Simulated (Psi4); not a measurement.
C₆H₁₂Cl₄Si₄: property calculation (part 1 of 2)

C₆H₁₂Cl₄Si₄, computed with HF/6-31G*, RHF (Psi4 1.11).

The geometry comes from this level: GFN2-xTB.

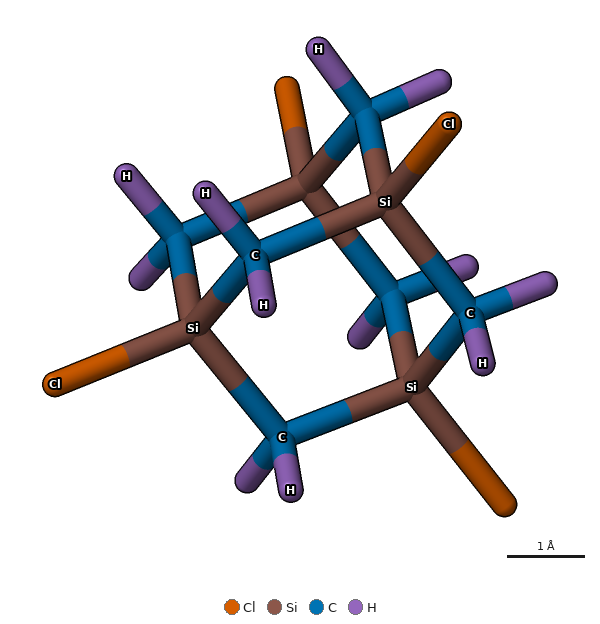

Figure 1. The structure as given in the input (stick view, seen at a tilt). Bond lengths as drawn: Cl–Si 2.04 Å, C–H 1.09 Å and C–Si 1.90 Å.

The input (c6h12cl4si4.in)
```
memory 3300 mb

molecule {
  0 1
  Cl    -3.958350     0.104350     0.009330
  Si    -1.922420     0.050410     0.004260
  C     -1.217650     1.720010    -0.573960
  Si     0.684520     1.698540    -0.586800
  Cl     1.409200     3.497440    -1.208930
  C      1.266940     0.311990    -1.751750
  Si     0.602260    -1.381130    -1.194740
  Cl     1.239530    -2.844260    -2.460270
  C     -1.298580    -1.308930    -1.171240
  C      1.218140    -1.720050     0.572930
  Si     0.635310    -0.367820     1.777430
  Cl     1.308570    -0.757280     3.659720
  C     -1.265970    -0.312810     1.752480
  C      1.297410     1.309620     1.171540
  H     -1.591910     1.954950    -1.568760
  H     -1.574370     2.517640     0.075150
  H      0.940640     0.521650    -2.768830
  H      2.354740     0.289490    -1.785690
  H     -1.674800    -1.129820    -2.176870
  H     -1.701880    -2.273770    -0.869010
  H      2.305040    -1.779710     0.581360
  H      0.863020    -2.692720     0.908640
  H     -1.623920     0.444610     2.447490
  H     -1.668150    -1.259180     2.109540
  H      0.986940     2.098240     1.854580
  H      2.385750     1.308560     1.192410
  no_reorient
  no_com
}

set {
  reference     rhf
  scf_type      mem_df
  e_convergence 1e-07
}

energy_value, wavefunction = energy("scf/6-31G*", return_wfn=True)
oeprop(wavefunction, "NO_OCCUPATIONS", "WIBERG_LOWDIN_INDICES", title="SCF")
print_variables()
```

Hardware: 1 thread of AMD EPYC (Zen 3), 176 GiB of memory available, shared host.

Command:
```bash
psi4 -i c6h12cl4si4.in -o c6h12cl4si4.out -n 1
```

Log
```
Psi4 1.11 release

   => Loading Basis Set <=

    Name: 6-31G*
    Role: ORBITAL
    Keyword: BASIS

         ---------------------------------------------------------
                                   SCF
                              RHF Reference
                        1 Threads,   3147 MiB Core
         ---------------------------------------------------------

  ==> Geometry <==

    Molecular point group: c1
    Full point group: C1

    Geometry (in Angstrom), charge = 0, multiplicity = 1:

       Center              X                  Y                   Z               Mass
    ------------   -----------------  -----------------  -----------------  -----------------
         CL          -3.958350000000     0.104350000000     0.009330000000    34.968852682000
         SI          -1.922420000000     0.050410000000     0.004260000000    27.976926534650
         C           -1.217650000000     1.720010000000    -0.573960000000    12.000000000000
         SI           0.684520000000     1.698540000000    -0.586800000000    27.976926534650
         CL           1.409200000000     3.497440000000    -1.208930000000    34.968852682000
         C            1.266940000000     0.311990000000    -1.751750000000    12.000000000000
         SI           0.602260000000    -1.381130000000    -1.194740000000    27.976926534650
         CL           1.239530000000    -2.844260000000    -2.460270000000    34.968852682000
         C           -1.298580000000    -1.308930000000    -1.171240000000    12.000000000000
         C            1.218140000000    -1.720050000000     0.572930000000    12.000000000000
         SI           0.635310000000    -0.367820000000     1.777430000000    27.976926534650
         CL           1.308570000000    -0.757280000000     3.659720000000    34.968852682000
         C           -1.265970000000    -0.312810000000     1.752480000000    12.000000000000
         C            1.297410000000     1.309620000000     1.171540000000    12.000000000000
         H           -1.591910000000     1.954950000000    -1.568760000000     1.007825032230
         H           -1.574370000000     2.517640000000     0.075150000000     1.007825032230
         H            0.940640000000     0.521650000000    -2.768830000000     1.007825032230
         H            2.354740000000     0.289490000000    -1.785690000000     1.007825032230
         H           -1.674800000000    -1.129820000000    -2.176870000000     1.007825032230
         H           -1.701880000000    -2.273770000000    -0.869010000000     1.007825032230
         H            2.305040000000    -1.779710000000     0.581360000000     1.007825032230
         H            0.863020000000    -2.692720000000     0.908640000000     1.007825032230
         H           -1.623920000000     0.444610000000     2.447490000000     1.007825032230
         H           -1.668150000000    -1.259180000000     2.109540000000     1.007825032230
         H            0.986940000000     2.098240000000     1.854580000000     1.007825032230
         H            2.385750000000     1.308560000000     1.192410000000     1.007825032230

  Running in c1 symmetry.

  Rotational constants: A =      0.00827  B =      0.00827  C =      0.00827 [cm^-1]
  Rotational constants: A =    247.97584  B =    247.96100  C =    247.95166 [MHz]
  Nuclear repulsion = 2029.806281510169129

  Charge       = 0
  Multiplicity = 1
  Electrons    = 172
  Nalpha       = 86
  Nbeta        = 86

  ==> Algorithm <==

  SCF Algorithm Type is MEM_DF.
  DIIS enabled.
  MOM disabled.
  Fractional occupation disabled.
  Guess Type is SAD.
  Energy threshold   = 1.00e-07
  Density threshold  = 1.00e-06
  Integral threshold = 1.00e-12

  ==> Primary Basis <==

  Basis Set: 6-31G*
    Blend: 6-31G*
    Number of shells: 124
    Number of basis functions: 266
    Number of Cartesian functions: 266
    Spherical Harmonics?: false
    Max angular momentum: 2

   => Loading Basis Set <=

    Name: (6-31G* AUX)
    Role: JKFIT
    Keyword: DF_BASIS_SCF

  ==> Integral Setup <==

  DFHelper Memory: AOs need 0.870 GiB; user supplied 2.305 GiB.
  SCF_SUBTYPE=INCORE selected. In-core MEM_DF algorithm will be used.
  Using in-core AOs.

  ==> MemDFJK: Density-Fitted J/K Matrices <==

    J tasked:                   Yes
    K tasked:                   Yes
    wK tasked:                   No
    Memory [MiB]:              2360
    Algorithm:                 Core
    Schwarz Cutoff:           1E-12
    Mask sparsity (%):      13.9041
    Fitting Condition:        1E-10

   => Auxiliary Basis Set <=

  Basis Set: (6-31G* AUX)
    Blend: CC-PVDZ-JKFIT
    Number of shells: 540
    Number of basis functions: 1826
    Number of Cartesian functions: 1826
    Spherical Harmonics?: false
    Max angular momentum: 3

  Minimum eigenvalue in the overlap matrix is 2.1331668512E-03.
  Reciprocal condition number of the overlap matrix is 2.5384842853E-04.
    Using symmetric orthogonalization.

  ==> Pre-Iterations <==

  SCF Guess: Superposition of Atomic Densities via on-the-fly atomic UHF (no occupation information).

   -------------------------
    Irrep   Nso     Nmo
   -------------------------
     A        266     266
   -------------------------
    Total     266     266
   -------------------------

  ==> Iterations <==

                           Total Energy        Delta E     RMS |[F,P]|

   @DF-RHF iter SAD: -3228.09359857932850   -3.22809e+03   0.00000e+00
   @DF-RHF iter   1: -3227.85897194019572    2.34627e-01   2.59043e-03 ADIIS/DIIS
   @DF-RHF iter   2: -3228.11534235830004   -2.56370e-01   1.10046e-03 ADIIS/DIIS
   @DF-RHF iter   3: -3228.15957060515120   -4.42282e-02   2.21437e-04 ADIIS/DIIS
   @DF-RHF iter   4: -3228.16306387065470   -3.49327e-03   7.93899e-05 DIIS
   @DF-RHF iter   5: -3228.16338843592530   -3.24565e-04   1.23078e-05 DIIS
   @DF-RHF iter   6: -3228.16340086827313   -1.24323e-05   2.20531e-06 DIIS
   @DF-RHF iter   7: -3228.16340120234690   -3.34074e-07   5.53279e-07 DIIS
   @DF-RHF iter   8: -3228.16340122738211   -2.50352e-08   9.53801e-08 DIIS
  Energy and wave function converged.

  ==> Post-Iterations <==

    Orbital Energies [Eh]
    ---------------------

    Doubly Occupied:

       1A   -104.816649     2A   -104.816647     3A   -104.816641
       4A   -104.816625     5A    -68.825721     6A    -68.825717
       7A    -68.825713     8A    -68.825702     9A    -11.226107
      10A    -11.226097    11A    -11.226086    12A    -11.226077
      13A    -11.226076    14A    -11.226059    15A    -10.553971
      16A    -10.553969    17A    -10.553961    18A    -10.553945
      19A     -8.022845    20A     -8.022843    21A     -8.022836
      22A     -8.022819    23A     -8.020329    24A     -8.020329
      25A     -8.020327    26A     -8.020327    27A     -8.020320
      28A     -8.020319    29A     -8.020303    30A     -8.020303
      31A     -6.176066    32A     -6.176062    33A     -6.176057
      34A     -6.176047    35A     -4.283917    36A     -4.283885
      37A     -4.283880    38A     -4.283871    39A     -4.281607
      40A     -4.281607    41A     -4.281605    42A     -4.281603
      43A     -4.281600    44A     -4.281597    45A     -4.281589
      46A     -4.281588    47A     -1.112809    48A     -1.107949
      49A     -1.107938    50A     -1.107917    51A     -1.012410
      52A     -0.961481    53A     -0.961472    54A     -0.961465
      55A     -0.933563    56A     -0.933555    57A     -0.675295
      58A     -0.675280    59A     -0.675268    60A     -0.672208
      61A     -0.610339    62A     -0.610334    63A     -0.610297
      64A     -0.577565    65A     -0.572285    66A     -0.572272
      67A     -0.572245    68A     -0.536856    69A     -0.536845
      70A     -0.536829    71A     -0.510861    72A     -0.510849
      73A     -0.510832    74A     -0.488375    75A     -0.488369
      76A     -0.488363    77A     -0.487010    78A     -0.486999
      79A     -0.469850    80A     -0.469829    81A     -0.440787
      82A     -0.440781    83A     -0.440771    84A     -0.413398
      85A     -0.413392    86A     -0.413375

    Virtual:

      87A      0.110617    88A      0.167202    89A      0.176860
      90A      0.176875    91A      0.181090    92A      0.181109
      93A      0.181125    94A      0.225895    95A      0.225905
      96A      0.225918    97A      0.232472    98A      0.232477
      99A      0.232508   100A      0.253332   101A      0.253356
     102A      0.253370   103A      0.260499   104A      0.260505
     105A      0.260524   106A      0.304199   107A      0.304215
     108A      0.304221   109A      0.313289   110A      0.314369
     111A      0.314380   112A      0.329373   113A      0.329391
     114A      0.329403   115A      0.417419   116A      0.417437
     117A      0.417448   118A      0.439732   119A      0.483617
     120A      0.483639   121A      0.483646   122A      0.527990
     123A      0.528001   124A      0.528010   125A      0.529587
     126A      0.582481   127A      0.582502   128A      0.582557
     129A      0.588705   130A      0.588722   131A      0.622705
     132A      0.622713   133A      0.622717   134A      0.638469
     135A      0.638492   136A      0.691451   137A      0.702411
     138A      0.702427   139A      0.702437   140A      0.731609
     141A      0.731620   142A      0.731660   143A      0.736605
     144A      0.736609   145A      0.736628   146A      0.749726
     147A      0.749729   148A      0.802025   149A      0.802042
     150A      0.802057   151A      0.884190   152A      0.884206
     153A      0.884217   154A      0.891543   155A      0.937347
     156A      0.937360   157A      0.937404   158A      0.938752
     159A      0.938761   160A      0.938773   161A      0.957566
     162A      0.957603   163A      0.983441   164A      1.004667
     165A      1.004704   166A      1.004714   167A      1.062294
     168A      1.062303   169A      1.062318   170A      1.066623
     171A      1.102141   172A      1.102150   173A      1.102169
     174A      1.113672   175A      1.113710   176A      1.113724
     177A      1.137738   178A      1.137772   179A      1.137792
     180A      1.138355   181A      1.138373   182A      1.138388
     183A      1.144424   184A      1.144425   185A      1.155265
     186A      1.155271   187A      1.177442   188A      1.177465
     189A      1.177481   190A      1.186979   191A      1.186981
     192A      1.187009   193A      1.223796   194A      1.223823
     195A      1.223845   196A      1.237579   197A      1.249962
     198A      1.249991   199A      1.250002   200A      1.260825
     201A      1.260835   202A      1.281621   203A      1.281640
     204A      1.281652   205A      1.282384   206A      1.282414
     207A      1.315104   208A      1.315148   209A      1.315155
     210A      1.381339   211A      1.381365   212A      1.381398
     213A      1.592916   214A      1.592947   215A      1.592960
     216A      1.612207   217A      1.618480   218A      1.618565
     219A      1.780212   220A      1.864530   221A      1.864577
     222A      1.864655   223A      1.913825   224A      2.026512
     225A      2.026527   226A      2.079615   227A      2.079678
     228A      2.079698   229A      2.141206   230A      2.141251
     231A      2.141309   232A      2.155194   233A      2.166455
     234A      2.166480   235A      2.400421   236A      2.400443
     237A      2.400474   238A      2.441125   239A      2.544792
     240A      2.544825   241A      2.544837   242A      2.569886
     243A      2.569899   244A      2.569923   245A      2.585947
     246A      2.585976   247A      2.646904   248A      2.646915
     249A      2.646944   250A      2.660223   251A      2.660257
     252A      2.660333   253A      3.368787   254A      3.368801
     255A      3.368811   256A      3.390863   257A      4.593460
     258A      4.662920   259A      4.662963   260A      4.678710
     261A      4.678758   262A      4.678773   263A      4.760593
     264A      4.799282   265A      4.799339   266A      4.799351

    Final Occupation by Irrep:
              A
    DOCC [    86 ]
    NA   [    86 ]
    NB   [    86 ]

  @DF-RHF Final Energy: -3228.16340122738211

   => Energetics <=

    Nuclear Repulsion Energy =           2029.8062815101691285
    One-Electron Energy =               -8510.7460265624540625
    Two-Electron Energy =                3252.7763438249025967
    Total Energy =                      -3228.1634012273821099

Computation Completed

Properties will be evaluated at   0.000000,   0.000000,   0.000000 [a0]

Properties computed using the SCF density matrix

 Multipole Moments:

 ------------------------------------------------------------------------------------
     Multipole            Electronic (a.u.)      Nuclear  (a.u.)        Total (a.u.)
 ------------------------------------------------------------------------------------

 L = 1.  Multiply by 2.5417464519 to convert [e a0] to [Debye]
 Dipole X            :          0.0367277           -0.0370953           -0.0003676
 Dipole Y            :         -0.0059118            0.0059904            0.0000787
 Dipole Z            :          0.0014502           -0.0008315            0.0006187
 Magnitude           :                                                    0.0007240

 ------------------------------------------------------------------------------------

	total time  =         46 seconds =       0.77 minutes

Properties will be evaluated at   0.000000,   0.000000,   0.000000 [a0]

Properties computed using the SCF density matrix

  Wiberg Bond Indices using Orthogonal Lowdin Orbitals:

  Irrep: 1 Size: 26 x 26

                 1                   2                   3                   4                   5
```
